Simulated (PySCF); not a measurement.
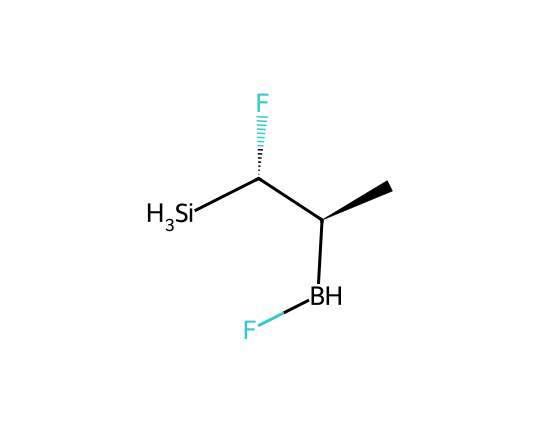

**Give its SMILES.**

C[C@@H](BF)[C@@H](F)[SiH3]

**Give the formula, hydrogens included.**

C3H9BF2Si.

**An optimisation with GFN2-xTB gave a structure of which point group?**

C1.

More results for the same structure follow; atom numbers are the same in all pictures, views and colours differ. The computed structure is the end point of a GFN2-xTB optimisation. No frequency run is at hand to confirm it as a minimum.

### Geometry

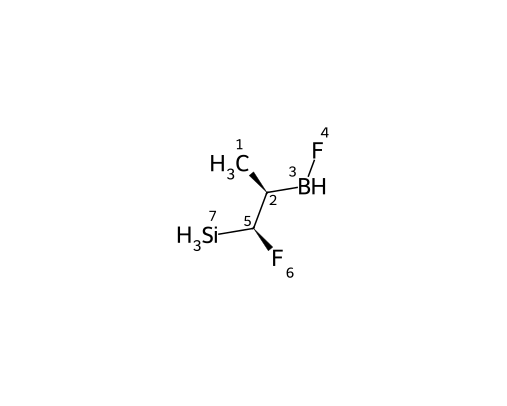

Skeletal drawing with numbered atoms; wedges and dashes mark any stereocentres. The configuration is that of a computed structure (GFN2-xTB).

**What are the Cahn–Ingold–Prelog descriptors?**

C2: R; C5: S.

### Dipole moment

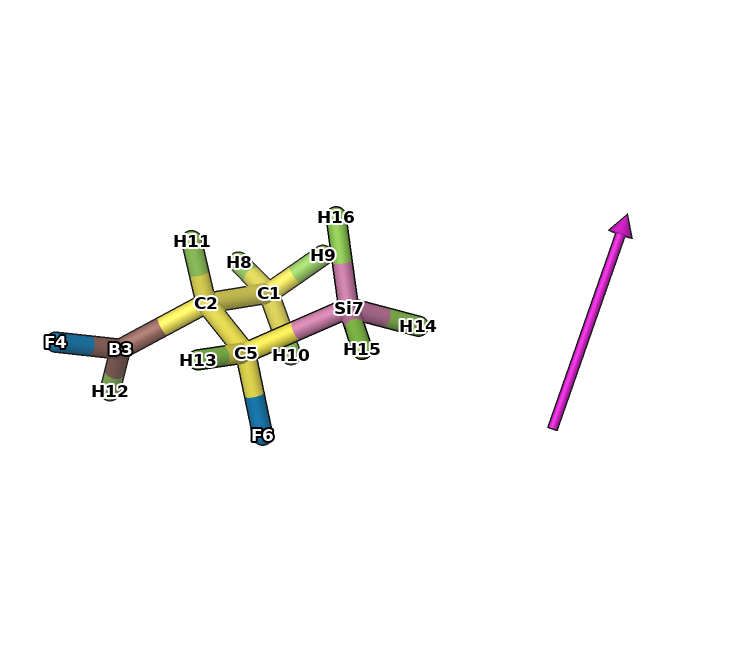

The arrow beside the molecule shows the direction of the dipole moment, from the negative to the positive end (its length means nothing). No frequency run is at hand to confirm it as a minimum. Level of theory: ωB97X-D/def2-SVPD, gas phase (PySCF 2.14.0).

**How large is the dipole moment?**

1.84 D; it points from the side of F6, H12 to the side of H16 (the outermost atoms at the two ends).

### Excitation

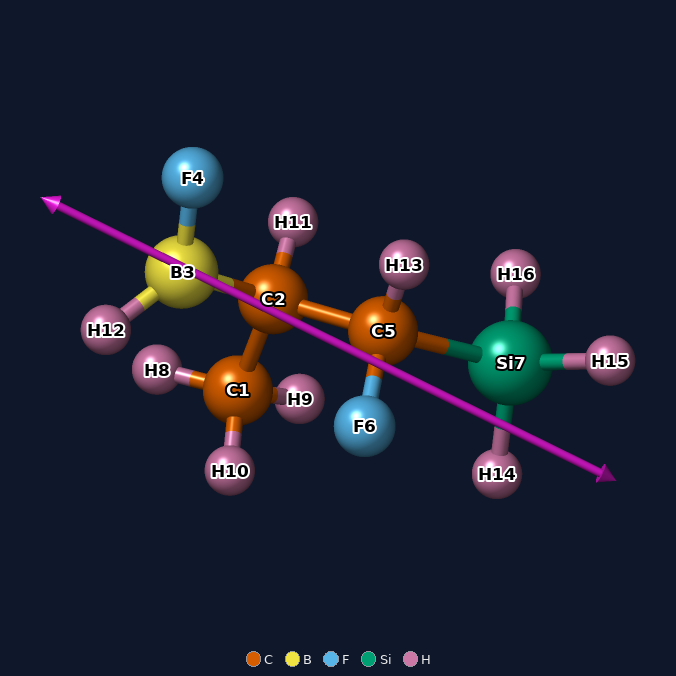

The double arrow shows the direction of the transition dipole to excited singlet state 2 (its length means nothing). No frequency run is at hand to confirm it as a minimum. Properties computed with TDDFT ωB97X-D/def2-SVPD, vertical, gas phase, core orbitals frozen in the response (PySCF 2.14.0).

**How is the transition polarised?**

Close to the long direction F4···Si7.

**Where does the transition lie, and how strong is it?**

7.50 eV (165 nm), oscillator strength 0.048, of mixed character, with the largest part HOMO−1 → LUMO (weight 0.39); transition dipole 1.30 D.

### Polarisability

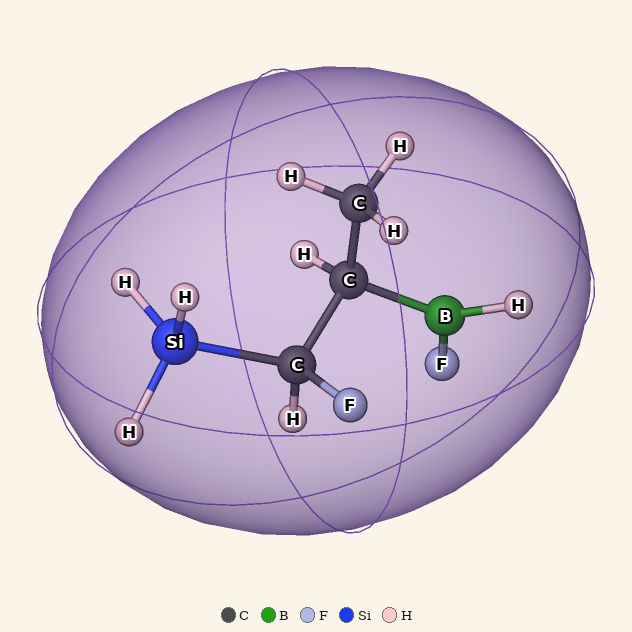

The ellipsoid shows the static dipole polarisability: its half-axes are proportional to the principal values. No frequency run is at hand to confirm it as a minimum. Method: ωB97X-D/def2-SVPD (PySCF 2.14.0).

**How large and how anisotropic is the polarisability?**

Principal values 68.2, 74.3, 88.5 bohr³; mean 77.0 bohr³ (11.41 Å³); anisotropy 18.0 bohr³, so the longest axis is 1.30 times the shortest.

The geometry is semi-empirical. Around B, Si such bond lengths and angles can be off by a tenth of an ångström or more and by several degrees, and values that hang on the shape move with them.
